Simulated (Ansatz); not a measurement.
# Nb (bcc, W type): scan of one atom of the cell

Relaxed Nb (bcc, W type):

```
Nb
1.0
   -3.30295     3.30295     3.30295
    1.65147    -1.65147     1.65147
    1.65147     1.65147    -1.65147
Nb
2
Direct
  0.00000   0.00000   0.00000
  0.50000   0.00000   0.00000
```

In this cell atom 2 (Nb, nearest neighbour Nb at 2.860 Å; its periodic images, 2.9 Å or more away, move with it) is moved by s along Cartesian x, unit vector (1.000, 0.000, 0.000); all other atoms and the cell stay fixed.

The numbers are results of r2SCAN (plane waves to 500 eV, PAW, scalar-relativistic; Ansatz, an electronic-structure program), not measurements. k mesh 8×16×16 (Γ-centred), Fermi-Dirac smearing 0.05 eV. Energies are smeared free energies. Compression counts positive. With partly filled bands, energies and forces of such displacements shift with the k mesh and the smearing. On this mesh the relaxed cell isn't quite at rest: it carries a pressure of -0.1 GPa (compression positive) at the zero of the scan. Nb is run without spin polarisation. Nb was relaxed with its symmetry unable to fall. The PAW data are Ansatz's earlier set. ΔE is measured from the undisplaced structure.

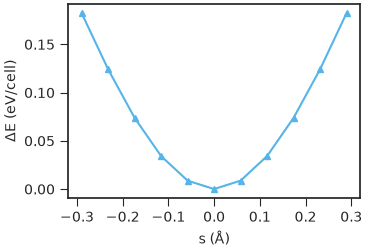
Figure. ΔE (eV/cell) against s (Å); markers are the computed points, lines only join them.

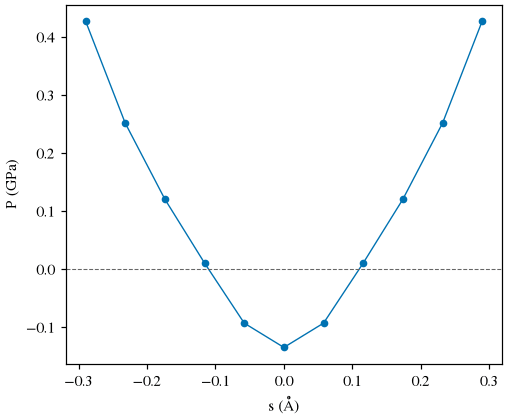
Fig. 1. P (GPa) against s (Å); markers are the computed points, lines only join them.

The energy at s = 0.290 Å is 183 meV/cell and the force along the line at s = -0.290 Å comes out as 1.06 eV/Å. The force constant k = d²E/ds² at s = 0 (finite differences) is 5.23 eV/Å². Harmonic estimate at the end of the scan: ½ks² = 220 meV/cell against the computed 183 meV/cell, so the well is softer than harmonic there. Shape of the curve: a single well with its minimum at or next to zero displacement.

The forces along the line at the two nearest points give (0.299 − (-0.299)) / (2·0.058) = 5.16 eV/Å²; the next pair corrects for the finite step.

(A displaced cell: forces are minus the slopes of the energy, force constants its curvatures, and phonons follow from these.)
